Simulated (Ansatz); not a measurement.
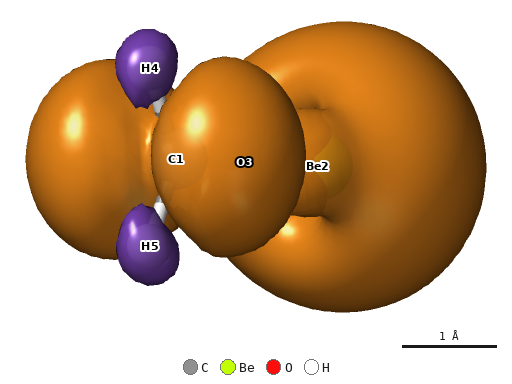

Figure 1: CH$_{2}$BeO (triplet). Isosurfaces of the spin density at +0.02 (orange) and −0.02 e/Å³ (purple), seen at an oblique angle.

Geometry: r2SCAN-D4/def2-TZVP.

Level of theory: Ansatz, isolated molecule in a Gaussian basis; Kohn-Sham density functional theory, functional PBE0.

```xyz
5

C     0.8043    1.1579   -3.1776
Be   -0.5837   -0.4708   -1.4962
O     0.1299    0.3664   -2.3609
H     1.0089    2.1724   -2.8599
H     1.1248    0.7605   -4.1324
```

**Which atoms carry the spin?**

The unpaired spin (2 electrons) lies mostly on Be2 (about 1.1), C1 (about 0.7) and O3 (about 0.1), in electrons by Hirshfeld's partition.
